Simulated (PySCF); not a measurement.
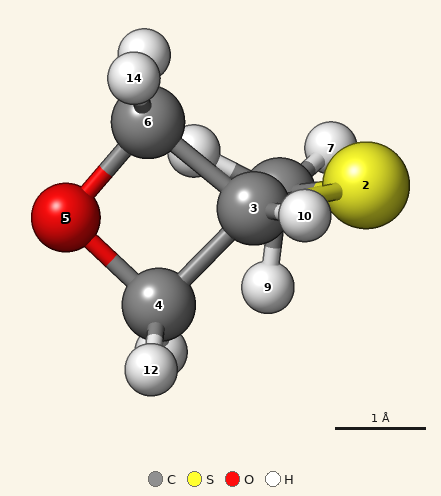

*The structure (ball-and-stick view, seen at an oblique angle; atoms are numbered from 1 in the order of the input).*

## NMR shielding calculation of C$_{4}$H$_{8}$OS

The run: NMR shielding calculation of C$_{4}$H$_{8}$OS, SMILES CSC1COC1. Method and program: GIAO wB97X-D/pcSseg-1 NMR shielding, non-relativistic, IEF-PCM water (PySCF 2.14.0).

The geometry comes from this level: GFN2-xTB. Figures and captions count atoms from 1; the log counts them from 0 in places.

Input file
```
{"job": {"xc": "wB97X-D", "basis": "pcSseg-1", "solvent": "water", "kind": "nmr", "pop": false}, "charge": 0, "multiplicity": 1}
C      1.636466     0.393683    -1.054238
S      1.669189    -0.097902     0.696639
C     -0.085448    -0.368116     1.065615
C     -0.957836    -1.099026     0.042214
O     -1.797389     0.047600    -0.103357
C     -1.053387     0.799236     0.856983
H      2.557434     0.938401    -1.234166
H      0.783090     1.036382    -1.241930
H      1.603130    -0.488813    -1.686836
H     -0.085848    -0.795016     2.066587
H     -0.475499    -1.372508    -0.899144
H     -1.504060    -1.961954     0.433653
H     -0.624789     1.709154     0.427219
H     -1.656133     1.063912     1.730080
```

The first line tells a small driver script what to run in PySCF; the rest is the geometry in Å.

Launch command:
```bash
OMP_NUM_THREADS=1 python <driver script> task.json out
```

The program's output
```
coarse grid: 12016 points
cycle   1  E = -630.3635835948  dE =  9.244e-01  |g| = 6.201e-01  |ddm| = 3.245e+00
cycle   2  E = -630.3538021633  dE =  9.781e-03  |g| = 7.128e-01  |ddm| = 8.299e-01
cycle   3  E = -630.4388514293  dE = -8.505e-02  |g| = 4.038e-02  |ddm| = 4.011e-01
cycle   4  E = -630.4392273567  dE = -3.759e-04  |g| = 1.567e-02  |ddm| = 5.571e-02
cycle   5  E = -630.4392821810  dE = -5.482e-05  |g| = 5.592e-03  |ddm| = 2.340e-02
cycle   6  E = -630.4392899840  dE = -7.803e-06  |g| = 8.343e-04  |ddm| = 7.730e-03
final grid: 110768 points
cycle   7  E = -630.4920668501  dE = -1.956e-04  |g| = 5.262e-03  |ddm| = 4.104e-02
cycle   8  E = -630.4920704368  dE = -3.587e-06  |g| = 4.231e-03  |ddm| = 7.715e-03
cycle   9  E = -630.4920734617  dE = -3.025e-06  |g| = 9.520e-04  |ddm| = 2.857e-03
cycle  10  E = -630.4920736526  dE = -1.909e-07  |g| = 3.383e-04  |ddm| = 1.127e-03
cycle  11  E = -630.4920736784  dE = -2.582e-08  |g| = 8.352e-05  |ddm| = 4.376e-04
cycle  12  E = -630.4920736809  dE = -2.466e-09  |g| = 1.528e-05  |ddm| = 1.663e-04
cycle  13  E = -630.4920736810  dE = -1.481e-10  |g| = 5.628e-06  |ddm| = 6.422e-05
```

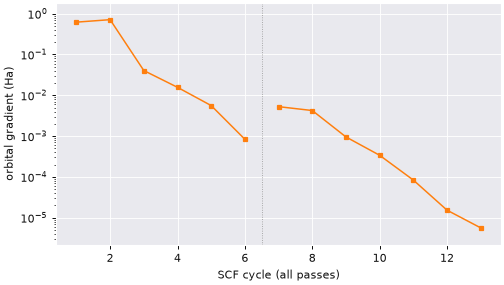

*Convergence of the self-consistent field: orbital gradient against the SCF cycle. The dotted line marks the change from a coarse to the final integration grid.*

The first 6 cycles use a coarse grid, the final grid takes over at cycle 7, and the field converges after 13 cycles in all.

```
converged SCF energy = -630.4920736810

GIAO shielding tensors (ppm)
atom      isotropic    diamagn.    paramagn.     s11        s22        s33       span
  0 C      174.772     251.410     -76.639    162.070    171.707    190.538     28.468
  1 S      551.820    1056.229    -504.409    429.071    500.414    725.975    296.904
  2 C      144.145     251.404    -107.259    125.930    149.006    157.499     31.569
  3 C      111.115     247.025    -135.909     77.388     89.515    166.442     89.054
  4 O      334.738     399.409     -64.671    269.907    363.306    370.999    101.092
  5 C      107.251     247.352    -140.101     72.361     88.619    160.773     88.411
  6 H       29.638      28.573       1.066     24.245     26.693     37.977     13.732
  7 H       29.379      31.203      -1.824     24.157     28.358     35.621     11.464
  8 H       29.134      30.079      -0.945     23.690     26.874     36.837     13.147
  9 H       27.918      30.585      -2.667     22.211     27.255     34.288     12.077
 10 H       26.922      30.735      -3.813     23.574     27.139     30.053      6.479
 11 H       26.632      29.178      -2.546     23.666     25.376     30.856      7.190
 12 H       27.036      30.170      -3.134     24.182     26.673     30.254      6.072
 13 H       26.579      29.085      -2.507     23.560     25.545     30.631      7.072
```

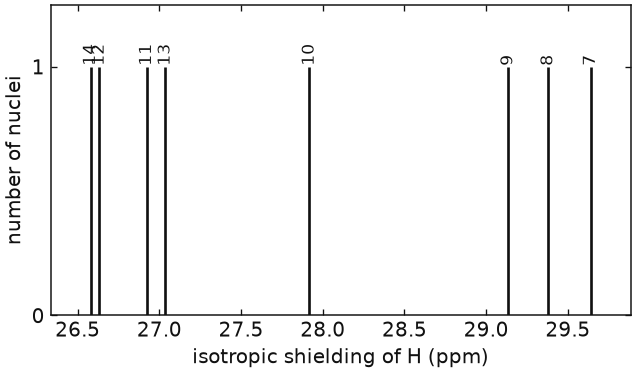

*Isotropic shieldings of the hydrogen nuclei in this fixed geometry, labelled by atom number; shielding grows to the right, so chemical shift grows to the left.*

The least shielded is H14 (26.6 ppm), the most shielded H7 (29.6 ppm).

Key numbers

- outcome: converged
- total energy: −630.492074 hartree
- HOMO: −8.44 eV
- LUMO: 3.05 eV
- dipole moment: 0.37 D
- isotropic shielding, C: 107.3 to 174.8 ppm
- isotropic shielding, S: 551.8 ppm
- isotropic shielding, O: 334.7 ppm
- isotropic shielding, H: 26.6 to 29.6 ppm
- hardware: 1 CPU thread, shared host
- wall time: 17 s
- peak memory: 0.86 GiB
